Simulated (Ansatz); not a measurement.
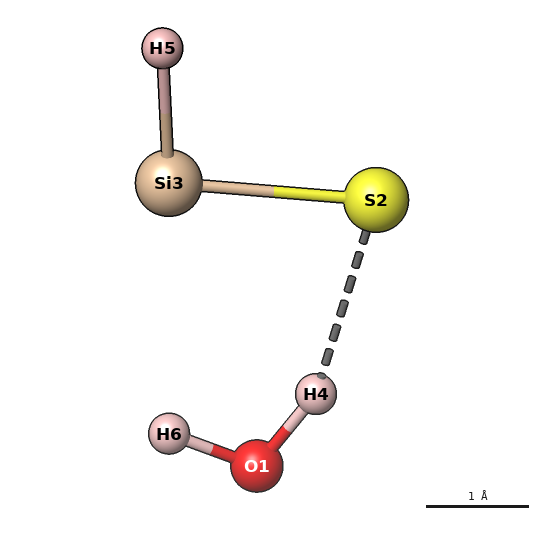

Broken lines mark hydrogen bonds. The species has charge −1 and is a spin singlet. The geometry was computed by an optimisation with PBE-D4/def2-SVPD. No frequency run is at hand to confirm it as a minimum.

Give donor, acceptor, H···A distance and D–H···A angle of each hydrogen bond.

```
   D–H···A  D–H (Å)  H···A (Å)  angle (°)            kind
O1–H4···S2     1.00       2.32        159  intermolecular
```
